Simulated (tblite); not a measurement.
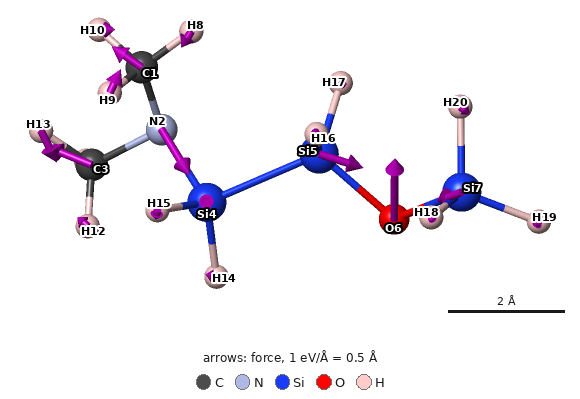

Starting geometry of C2H13NOSi3 with the computed forces as purple arrows. The picture is a ball-and-stick view, seen at a tilt.

Method: GFN2-xTB geometry optimisation, gas phase (tblite 0.8.0). 

### Is this structure relaxed? If not, where do the atoms go?

It isn't relaxed: the largest force vector, on the O atom, is 2.90 eV/Å. The final displacements follow the starting forces only in part (cosine between the two patterns 0.33). The largest move after the best rigid fit is that of an H atom, 1.32 Å. Largest moves by element: H 1.32 Å, O 1.14 Å, Si 0.71 Å, N 0.43 Å, C 0.30 Å. Among the contacts that change: Si–Si 2.740 → 3.209 Å, O–Si 1.733 → 1.613 Å, Si–Si 2.214 → 2.292 Å, N–Si 1.800 → 1.725 Å. Bond angles that change, for instance: Si–O–Si 104.8° → 164.9°, C–N–Si 105.6° → 123.3°, C–N–Si 105.5° → 119.7°. Groups turn about Si–Si by about 45°. The energy falls by 1.757 eV in 135 geometry steps.
